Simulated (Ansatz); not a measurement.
## Fields on a plane of Mg2Si (antifluorite type, space group Fm-3m)

```yaml
crystal:
  lattice:
    - [0.00000, 3.18242, 3.18242]
    - [3.18242, 0.00000, 3.18242]
    - [3.18242, 3.18242, 0.00000]
  atoms:
    - { symbol: Si, position: [0.00000, 0.00000, 0.00000] }
    - { symbol: Mg, position: [0.25000, 0.25000, 0.25000] }
    - { symbol: Mg, position: [0.75000, 0.75000, 0.75000] }
```

The slice is a {111} plane (indices of the conventional cell) through the point (0.250, 0.250, 0.250) (fractional), spanned by u = [100] and v = [-1 2 0] in vectors of this cell: u (4.50 Å) and v (7.80 Å, at 90° to u). It covers one period; positions are fractions (u, v).

Atoms on it: Mg at (0.00, 0.00); Mg at (0.50, 0.50). Other atoms lie within 1 Å of the plane.

The numbers are results of PBE (plane waves to 420 eV, PAW, scalar-relativistic; Ansatz, a program for electronic structure), not measurements. k mesh 9×9×9. Near the nuclei the fields are pseudised (PAW); where an atom keeps semicore shells as valence, they peak there. Mg2Si was relaxed with its symmetry unable to fall.

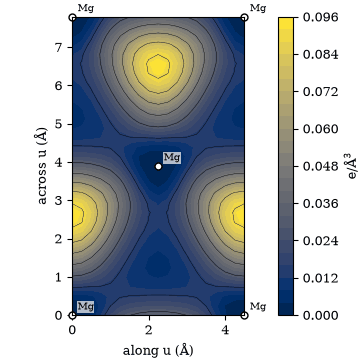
Density of the highest valence band (whole band, smooth part) in e/Å³, one period of the plane, atoms marked. 

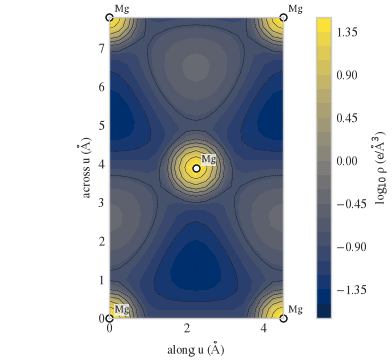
Fig. 1. Log₁₀ of the valence density in e/Å³, one period of the plane, atoms marked. The scale is logarithmic, as a density can span decades between atoms and voids.
